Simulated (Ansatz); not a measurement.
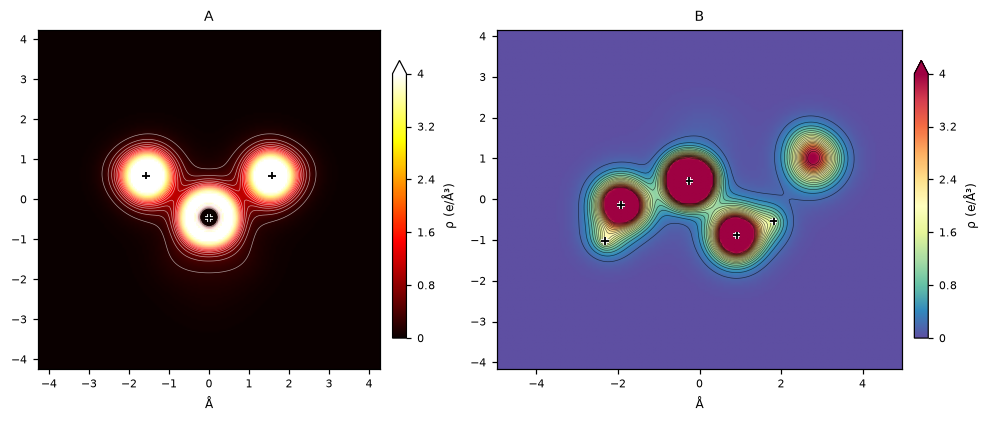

The total electron density of 2 systems, each on a plane through atoms (crosses mark nuclei in the plane).

Computed with Ansatz, RKS B3LYP/def2-SVP.

System 1: H4O3STi···H2O, the plane of atoms O4, Ti1 and O8. 

```xyz
12

Ti    0.5442    0.2707   -0.2260
O    -1.0572   -0.1512    2.4616
H    -1.5973    0.2752    1.7740
O     1.3106    0.1487   -1.8290
H     1.8055   -0.5470   -2.2797
O    -1.1453    0.9044   -0.2799
H    -1.6291    1.3292   -0.9998
O     0.5759   -1.2808    0.6180
H    -0.0214   -1.2444    1.4094
S     1.6231    1.8148    1.2006
H     2.6246    0.9488    1.4927
H    -0.3988    0.5349    2.6708
```

System 2: ClH5O2W, the plane of atoms O2, W1 and O4. Core potentials replace the inner electrons of W.

```yaml
atoms:
  - { symbol: W, position_ang: [0.2519, 0.3219, 0.3133] }
  - { symbol: O, position_ang: [-0.3619, -0.0164, 2.0668] }
  - { symbol: H, position_ang: [-1.0477, -0.6112, 2.3996] }
  - { symbol: O, position_ang: [2.0205, -0.2823, 0.0429] }
  - { symbol: H, position_ang: [2.3749, -0.9955, -0.5054] }
  - { symbol: Cl, position_ang: [-0.1695, 2.4674, -0.4641] }
  - { symbol: H, position_ang: [-1.3387, -0.0049, -0.1327] }
  - { symbol: H, position_ang: [-0.1558, -1.2898, 0.0417] }
  - { symbol: H, position_ang: [0.0138, -0.1526, -1.2848] }
```

Match each panel to its system.

Panel A is system 2, ClH5O2W: the plane holds W and O. W–O (1.89 Å): ρ is about 1.1 e/Å³ halfway. Panel B is system 1, H4O3STi···H2O: the plane holds Ti, O and H. Ti–O (1.77 Å): ρ is about 1.2 e/Å³ halfway.
